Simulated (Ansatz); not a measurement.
Consider KI in the rock salt structure (space group Fm-3m, No. 225; a = 7.006 Å). Axes: x, y, z lie along the cube axes.

Now apply this change: a pure shear with ε_xy = ε_yx = 0.0057; the atoms relax in the strained cell.

All numbers come from Kohn–Sham DFT with the PBEsol functional, run in Ansatz (a program for electronic structure) with PAW and 420 eV plane waves, no spin-orbit coupling.

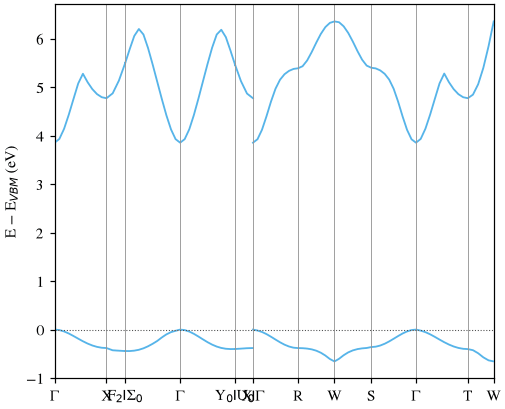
*Highest valence and lowest conduction band along the path of the changed cell's own zone*

Read the changed gap and its character from the plot.

About 3.9 eV, direct at Γ.

With I present, leaving out spin-orbit coupling can change the band edges. Stability against distortions was not tested. Labels are those of the standard path for the cell's own space group.
